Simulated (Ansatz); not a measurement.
Stretching the Ga1–H2 bond in GaH (multiplicity 1 held). Energies count from the point at 1.689 Å.


R- and RO- levels are restricted; in cc, def2 and unpolarised 6-31G sets they are followed outwards from rest. U- levels take the lowest unrestricted solution at each point, which mixes spins at long bonds. Active spaces are followed from rest. Full CI gives the lowest state of the spin. Curves can end on different states.

Correlated levels freeze the cores. Filled d and f shells under p-block atoms count as core.

Codes used: Ansatz (a program for electronic structure) with Gaussian orbitals. Values without a source in brackets are computed.

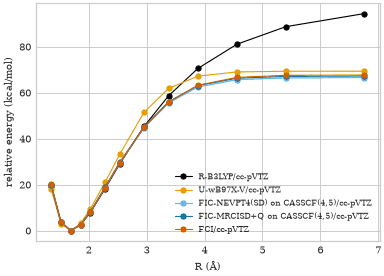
Figure: Relative energy along the coordinate

### Question
Order the other curves in the same basis by their non-parallelity to FCI/cc-pVTZ (largest less smallest deviation, whatever its cause), smallest first.

### Answer
FIC-MRCISD+Q on CASSCF(4,5)/cc-pVTZ (0.7 kcal/mol), FIC-NEVPT4(SD) on CASSCF(4,5)/cc-pVTZ (1.2 kcal/mol)

### Question
Read off the U-wB97X-V/cc-pVTZ curve at R = 2.956.

### Answer
about 51 kcal/mol

Doubts at one or more of the structures used: a restricted determinant that unrestricted orbitals would lower (R-B3LYP/cc-pVTZ); a spin-contaminated determinant (U-wB97X-V/cc-pVTZ).
